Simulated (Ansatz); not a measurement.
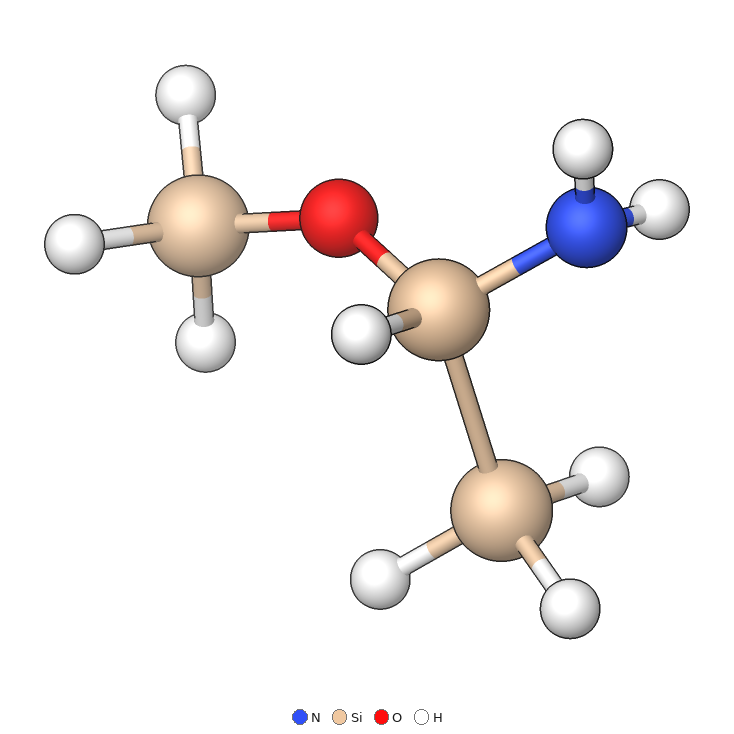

Computed geometry: PBE-D4/def2-SVP optimisation. No frequency run is at hand to confirm it as a minimum.

Give the structural formula.

SMILES: N[Si@H]([SiH3])O[SiH3]

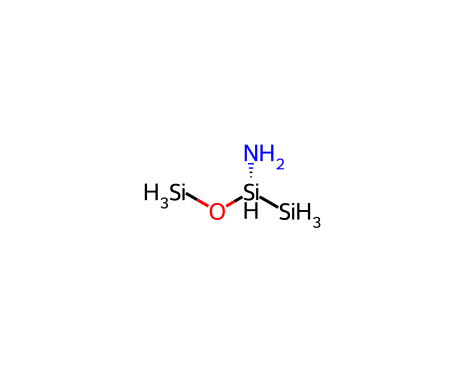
